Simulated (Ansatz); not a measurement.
**BGeHF (quartet): from Hartree-Fock to the top rungs at a displaced geometry (v1), cc-pVDZ**

How much of the correlation energy of BGeHF (quartet) does each wave-function method recover here?

Method: cc-pVDZ, core rule «outside noble gas», up to 16 orbitals frozen; program: Ansatz 0.2.0, Gaussian basis.

The runs, in order: UHF; CCSD(T) on ROHF; CCSD(T) on UHF; BCCD(T) on ROHF; CISD as a restricted active space (open shells left free, so some higher excitations enter); CCSDT(Q) on ROHF; CCSDT(Q) on UHF.

19 further runs of the same task are left out: 7 that didn't finish, 12 set aside as unsound or not needed. Runs told in other sessions of the task aren't counted.

## 1. The system

The geometry is a PBE0/def2-TZVP stationary point (not a proven minimum) with its atoms shifted at random (size 0.040 Å). No spin-orbit coupling is included. The filled d shell of Ge may be among the frozen orbitals whatever the setting's name suggests.

4 atoms, charge 0, spin multiplicity 4.

Atoms are counted from 1 here; the program's logs count them from 0.

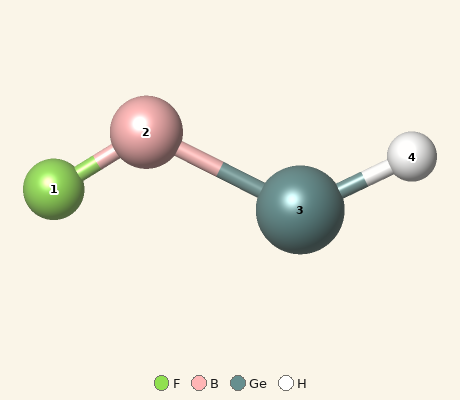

The structure; fluorine green, boron pink, germanium teal, hydrogen white; atoms are numbered from 1 in the order of the file.

In the tables R marks a restricted open-shell determinant and U an unrestricted one; energies count from the table's Hartree-Fock row.

## 2. UHF

in.yaml reads:

```yaml
crystal:
  periodic: [false, false, false]
  atoms:
    - {symbol: F, position_ang: [-0.032463, -0.218401, 2.224583]}
    - {symbol: B, position_ang: [-0.033296, 0.621093, 1.217917]}
    - {symbol: Ge, position_ang: [0.014668, -0.045941, -0.735703]}
    - {symbol: H, position_ang: [-0.088109, 0.765739, -1.973308]}
basis:
  gaussian: {orbitals: cc-pVDZ}
magnetization: {spin_polarized: true, initial_magnetization: 3}
hamiltonian: {xc: hf}
output: {orbitals: {seedname: orbitals}}
```

The run is started by

```bash
> ansatz run in.yaml --threads 1 --pin off --events-out ev --progress --plain --max-ram 2393MiB
```

Standard output:

```text
Functional definition: HF
  name "HF"
  cite "Fock, Z. Phys. 61, 126 (1930) doi:10.1007/BF01340294"
  parent pbe
  exchange = exact_x
  correlation = 0
631 factors; integrals over basis functions are off by at most 1.0e-3 eV
mean field evaluation 1: about -59861.9803 eV, gradient 1.5e1 eV
mean field evaluation 2: about -59862.0181 eV, gradient 1.5e1 eV
mean field evaluation 4: about -59864.0233 eV, gradient 3.4e0 eV
mean field evaluation 8: about -59864.2611 eV, gradient 2.3e-1 eV
mean field -59864.26283913 eV, -2199.9710818834 hartree, gradient 1.6e-5 eV, S^2 3.759628; 0 other end points of the search recorded, 0 dependent functions left out
reference -59864.26283913 eV, -2199.9710818834 hartree; 25, 22 occupied and 35, 38 virtual orbitals, 631 factors
Total energy: -59864.26283913 eV, -2199.9710818834 hartree
```

It took 1.4 s on 1 thread of Intel Xeon Platinum 8259CL at 2.50GHz, shared host.

From the report: ⟨S²⟩ of the determinant 3.760 (pure quartet: 3.75).

## 3. CCSD(T) on ROHF

in.yaml: that of step 2 with these lines changed.

```diff
@@ -9,4 +9,3 @@
   gaussian: {orbitals: cc-pVDZ}
-magnetization: {spin_polarized: true, initial_magnetization: 3}
-hamiltonian: {xc: hf}
-output: {orbitals: {seedname: orbitals}}
+magnetization: {spin_polarized: false, initial_magnetization: 3}
+correlation: {method: ccsd_t, electrons: outside_noble_gas}
```

The command is unchanged.

Standard output (excerpt; [...] marks lines left out):

```text
Functional definition: HF
  name "HF"
  cite "Fock, Z. Phys. 61, 126 (1930) doi:10.1007/BF01340294"
  parent pbe
[...]
631 factors; integrals over basis functions are off by at most 1.0e-3 eV
[...]
mean field -59864.17376072 eV, -2199.9678083121 hartree, gradient 1.6e-6 eV, S^2 3.750000; 1 other end points of the search recorded, 0 dependent functions left out
[...]
determinant -59864.17376072 eV, -2199.9678083121 hartree, with singles and doubles -59873.16152115 eV, -2200.2981024157 hartree
determinant -59861.84341698 eV, -2199.8821697593 hartree, with singles and doubles -59871.05549067 eV, -2200.2207072232 hartree
16 core orbitals not correlated: weight in the atoms' cores, before any rotation towards them, 0.992 or more for the frozen orbitals, at most 0.010 for the correlated occupied ones
reference -59864.17376072 eV, -2199.9678083121 hartree; 9, 6 occupied and 35, 38 virtual orbitals, 631 factors
second order -8.25267497 eV of doubles, -0.04781871 eV of singles
cycle   1  -8.98827267 eV  change   -5.1e-4 eV  update   1.3e-3
[...]
cycle   8  -8.98839938 eV  change    1.4e-5 eV  update   7.3e-6
perturbative correction -0.22136167 eV, -0.0081348915 hartree
Total energy: -59873.38352177 eV, -2200.3062607882 hartree
```

Wall time 5.5 s (1 thread of Intel Xeon Platinum 8259CL at 2.50GHz, shared host).

From the report: correlation -9.2098 eV; T1 0.023; largest double amplitude 0.04.

## 4. CCSD(T) on UHF

in.yaml: that of step 3 with these lines changed.

```diff
@@ -9,3 +9,3 @@
   gaussian: {orbitals: cc-pVDZ}
-magnetization: {spin_polarized: false, initial_magnetization: 3}
+magnetization: {spin_polarized: true, initial_magnetization: 3}
 correlation: {method: ccsd_t, electrons: outside_noble_gas}
```

Same command.

Standard output (excerpt; [...] marks lines left out):

```text
Functional definition: HF
  name "HF"
  cite "Fock, Z. Phys. 61, 126 (1930) doi:10.1007/BF01340294"
  parent pbe
[...]
631 factors; integrals over basis functions are off by at most 1.0e-3 eV
[...]
mean field -59864.26283913 eV, -2199.9710818834 hartree, gradient 5.6e-6 eV, S^2 3.759628; 1 other end points of the search recorded, 0 dependent functions left out
determinant -59864.26283913 eV, -2199.9710818834 hartree, with singles and doubles -59873.17414346 eV, -2200.2985662772 hartree
determinant -59862.18093950 eV, -2199.8945734831 hartree, with singles and doubles -59871.06584561 eV, -2200.2210877603 hartree
16 core orbitals not correlated: weight in the atoms' cores, before any rotation towards them, 0.986 or more for the frozen orbitals, at most 0.017 for the correlated occupied ones
reference -59864.26283913 eV, -2199.9710818834 hartree; 9, 6 occupied and 35, 38 virtual orbitals, 631 factors
second order -8.22660315 eV of doubles, -0.00000000 eV of singles
cycle   1  -8.91183125 eV  change   -5.3e-4 eV  update   1.3e-3
[...]
cycle   8  -8.91201688 eV  change    1.5e-5 eV  update   6.6e-6
perturbative correction -0.22038682 eV, -0.0080990664 hartree
Total energy: -59873.39524284 eV, -2200.3066915294 hartree
```

Wall time 6.5 s (1 thread of Intel Xeon Platinum 8259CL at 2.50GHz, shared host).

From the report: ⟨S²⟩ of the determinant 3.760 (pure quartet: 3.75); correlation -9.1324 eV; T1 0.021; largest double amplitude 0.04.

## 5. BCCD(T) on ROHF

in.yaml: that of step 4 with these lines changed.

```diff
@@ -9,3 +9,3 @@
   gaussian: {orbitals: cc-pVDZ}
-magnetization: {spin_polarized: true, initial_magnetization: 3}
-correlation: {method: ccsd_t, electrons: outside_noble_gas}
+magnetization: {spin_polarized: false, initial_magnetization: 3}
+correlation: {method: bccd_t, electrons: outside_noble_gas}
```

The command is unchanged.

Standard output (excerpt; [...] marks lines left out):

```text
Functional definition: HF
  name "HF"
  cite "Fock, Z. Phys. 61, 126 (1930) doi:10.1007/BF01340294"
  parent pbe
[...]
631 factors; integrals over basis functions are off by at most 1.0e-3 eV
[...]
mean field -59864.17376072 eV, -2199.9678083121 hartree, gradient 1.6e-6 eV, S^2 3.750000; 1 other end points of the search recorded, 0 dependent functions left out
[...]
determinant -59864.17376072 eV, -2199.9678083121 hartree, with singles and doubles -59873.16152115 eV, -2200.2981024157 hartree
determinant -59861.84341698 eV, -2199.8821697593 hartree, with singles and doubles -59871.05549067 eV, -2200.2207072232 hartree
16 core orbitals not correlated: weight in the atoms' cores, before any rotation towards them, 0.992 or more for the frozen orbitals, at most 0.010 for the correlated occupied ones
reference -59864.17376072 eV, -2199.9678083121 hartree; 9, 6 occupied and 35, 38 virtual orbitals, 631 factors
second order -8.25267497 eV of doubles, -0.04781871 eV of singles
cycle   1  -8.96049320 eV  change    2.7e-2 eV  update   1.2e-2
[...]
cycle   9  -8.95897172 eV  change   -6.2e-7 eV  update   1.6e-5
perturbative correction -0.25607637 eV, -0.0094106330 hartree
Total energy: -59873.38880881 eV, -2200.3064550834 hartree
```

Wall time 6 s (1 thread of Intel Xeon Platinum 8259CL at 2.50GHz, shared host).

From the report: correlation -9.2150 eV; largest double amplitude 0.04.

## 6. CISD as a restricted active space (open shells left free, so some higher excitations enter)

in.yaml: that of step 5 with these lines changed.

```diff
@@ -10,2 +10,2 @@
 magnetization: {spin_polarized: false, initial_magnetization: 3}
-correlation: {method: bccd_t, electrons: outside_noble_gas}
+correlation: {active_space: {ras: {orbitals: [6, 3, 35], electrons: 15, max_holes: 2, max_particles: 2}, fixed_orbitals: true}}
```

The command is unchanged.

Standard output:

```text
Functional definition: HF
  name "HF"
  cite "Fock, Z. Phys. 61, 126 (1930) doi:10.1007/BF01340294"
  parent pbe
  exchange = exact_x
  correlation = 0
631 factors; integrals over basis functions are off by at most 1.0e-3 eV
mean field evaluation 1: about -59861.9471 eV, gradient 2.2e1 eV
mean field evaluation 2: about -59861.9832 eV, gradient 2.2e1 eV
mean field evaluation 4: about -59864.0684 eV, gradient 2.7e0 eV
mean field evaluation 8: about -59864.1725 eV, gradient 3.0e-1 eV
mean field evaluation 16: about -59864.1738 eV, gradient 1.6e-6 eV
mean field -59864.17376072 eV, -2199.9678083121 hartree, gradient 1.6e-6 eV, S^2 3.750000; 0 other end points of the search recorded, 0 dependent functions left out
reference -59864.17376072 eV, -2199.9678083121 hartree; 25, 22 occupied and 35, 38 virtual orbitals, 631 factors
state -59872.39789544 eV, -2200.2700396885 hartree
Total energy: -59872.39789544 eV, -2200.2700396885 hartree
```

Wall time 30 s (1 thread of Intel Xeon Platinum 8259CL at 2.50GHz, shared host).

From the report: 579,664 determinants.

## 7. CCSDT(Q) on ROHF

in.yaml: that of step 6 with these lines changed.

```diff
@@ -10,2 +10,2 @@
 magnetization: {spin_polarized: false, initial_magnetization: 3}
-correlation: {active_space: {ras: {orbitals: [6, 3, 35], electrons: 15, max_holes: 2, max_particles: 2}, fixed_orbitals: true}}
+correlation: {method: ccsdt_q, electrons: outside_noble_gas}
```

Same command.

Standard output (excerpt; [...] marks lines left out):

```text
Functional definition: HF
  name "HF"
  cite "Fock, Z. Phys. 61, 126 (1930) doi:10.1007/BF01340294"
  parent pbe
[...]
1129 factors; integrals over basis functions are off by at most 2.1e-7 eV
[...]
mean field -59864.17388342 eV, -2199.9678128212 hartree, gradient 3.4e-6 eV, S^2 3.750000; 1 other end points of the search recorded, 0 dependent functions left out
[...]
determinant -59864.17388342 eV, -2199.9678128212 hartree, with singles and doubles -59873.16165510 eV, -2200.2981073385 hartree
determinant -59861.84356766 eV, -2199.8821752966 hartree, with singles and doubles -59871.05565043 eV, -2200.2207130941 hartree
16 core orbitals not correlated: weight in the atoms' cores, before any rotation towards them, 0.992 or more for the frozen orbitals, at most 0.010 for the correlated occupied ones
reference -59864.17388342 eV, -2199.9678128212 hartree; 9, 6 occupied and 35, 38 virtual orbitals, 1129 factors
second order -8.25270623 eV of doubles, -0.04781837 eV of singles
cycle   1  -8.62244692 eV  change   -3.2e-1 eV  update   9.7e-2
[...]
cycle  19  -9.24221713 eV  change   -6.3e-7 eV  update   1.6e-6
perturbative correction -0.01364548 eV, -0.0005014623 hartree
Total energy: -59873.42974603 eV, -2200.3079594984 hartree
```

It took 3.3 min on 1 thread of Intel Xeon Platinum 8259CL at 2.50GHz, shared host; peak memory 1.2 GiB.

From the report: correlation -9.2559 eV; T1 0.024; largest double amplitude 0.05.

## 8. CCSDT(Q) on UHF

in.yaml: that of step 7 with these lines changed.

```diff
@@ -9,3 +9,3 @@
   gaussian: {orbitals: cc-pVDZ}
-magnetization: {spin_polarized: false, initial_magnetization: 3}
+magnetization: {spin_polarized: true, initial_magnetization: 3}
 correlation: {method: ccsdt_q, electrons: outside_noble_gas}
```

The command is unchanged.

Standard output (excerpt; [...] marks lines left out):

```text
Functional definition: HF
  name "HF"
  cite "Fock, Z. Phys. 61, 126 (1930) doi:10.1007/BF01340294"
  parent pbe
[...]
1129 factors; integrals over basis functions are off by at most 2.1e-7 eV
[...]
mean field -59864.26296114 eV, -2199.9710863671 hartree, gradient 5.9e-6 eV, S^2 3.759628; 1 other end points of the search recorded, 0 dependent functions left out
determinant -59864.26296114 eV, -2199.9710863671 hartree, with singles and doubles -59873.17427766 eV, -2200.2985712088 hartree
determinant -59862.18109054 eV, -2199.8945790337 hartree, with singles and doubles -59871.06600604 eV, -2200.2210936559 hartree
16 core orbitals not correlated: weight in the atoms' cores, before any rotation towards them, 0.986 or more for the frozen orbitals, at most 0.017 for the correlated occupied ones
reference -59864.26296114 eV, -2199.9710863671 hartree; 9, 6 occupied and 35, 38 virtual orbitals, 1129 factors
second order -8.22663415 eV of doubles, -0.00000000 eV of singles
cycle   1  -8.54269338 eV  change   -3.2e-1 eV  update   9.7e-2
[...]
cycle  18  -9.16480213 eV  change   -2.6e-7 eV  update   1.5e-6
perturbative correction -0.01697510 eV, -0.0006238233 hartree
Total energy: -59873.44473837 eV, -2200.3085104565 hartree
```

Wall time 2.8 min (1 thread of Intel Xeon Platinum 8259CL at 2.50GHz, shared host); peak memory 0.91 GiB.

From the report: ⟨S²⟩ of the determinant 3.760 (pure quartet: 3.75); correlation -9.1818 eV; T1 0.021; largest double amplitude 0.05.

## 9. Misses and costs

The yardstick is UCCSDT(Q), where the cluster series has nearly closed. Rows without a time are mean-field rows or come out of runs for another level: lower rungs of the coupled-cluster runs, or the Hartree-Fock search.

Differences are taken before rounding.

```csv
method,energy from the lowest ROHF (meV),from UCCSDT(Q) (meV),time
ROHF,0.0,+9271.0,
UHF,-89.1,+9181.9,
RMP2,-8300.5,+970.5,
UMP2,-8315.7,+955.3,
RCCSD,-8988.4,+282.6,
UCCSD,-9001.1,+269.9,
RCCSD(T),-9209.8,+61.2,5.5 s
UCCSD(T),-9221.5,+49.5,6.5 s
BCCD(T),-9215.0,+55.9,6 s
RCCSDT,-9242.3,+28.6,
UCCSDT,-9254.0,+17.0,
RCCSDT(Q),-9256.0,+15.0,3.3 min
UCCSDT(Q),-9271.0,0,2.8 min
```

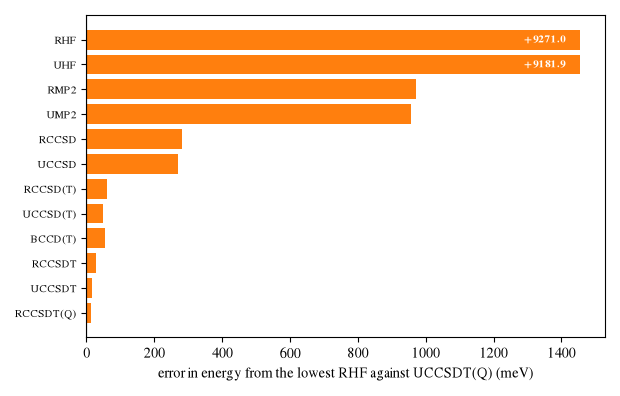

Error of each method against UCCSDT(Q). Bars with a number in them are cut short.

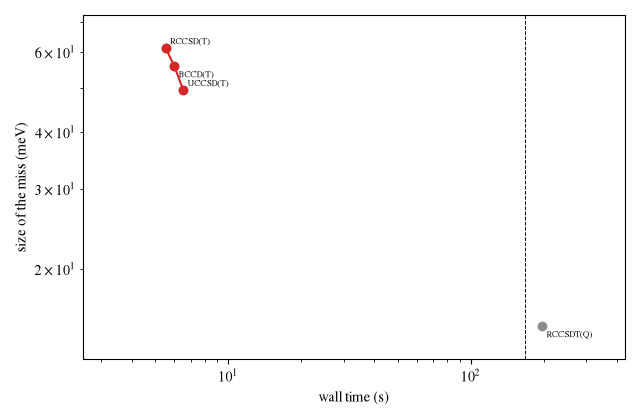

Miss against cost. Red marks the levels that no quicker level drawn beats (of those quicker than the yardstick), and the dashed line is the time of UCCSDT(Q). Times are from a shared host.

Not comparable, so not listed: CISD as a restricted active space (open shells left free, so some higher excitations enter) (they don't share determinant, frozen orbitals or solution with the rows shown, or repeat one).

## 10. Outcome

| quantity | value |
| --- | --- |
| UCCSDT(Q) from the ROHF energy | -9.2710 eV |
| RMP2 from UCCSDT(Q) | +970.5 meV |
| UMP2 from UCCSDT(Q) | +955.3 meV |
| RCCSD from UCCSDT(Q) | +282.6 meV |
| RCCSD(T) from UCCSDT(Q) | +61.2 meV |
| UCCSD(T) from UCCSDT(Q) | +49.5 meV |
| RCCSDT(Q) from UCCSDT(Q) | +15.0 meV |
| levels within 1 kcal/mol (43 meV) | RCCSDT, UCCSDT, RCCSDT(Q) |
| T1 diagnostic | 0.023 |

What this shows: RCCSD(T) misses by +61.2 meV, 0.7 % of the correlation energy. These misses are within one basis, not against nature; the frozen cores of restricted and unrestricted runs differ, which can shift their rows.

For cost: UCCSD(T) gets within 49.5 meV in 6.5 s, where UCCSDT(Q) took 2.8 min; the quickest level in the cost chart, RCCSD(T), takes 5.5 s and misses by 61.2 meV.
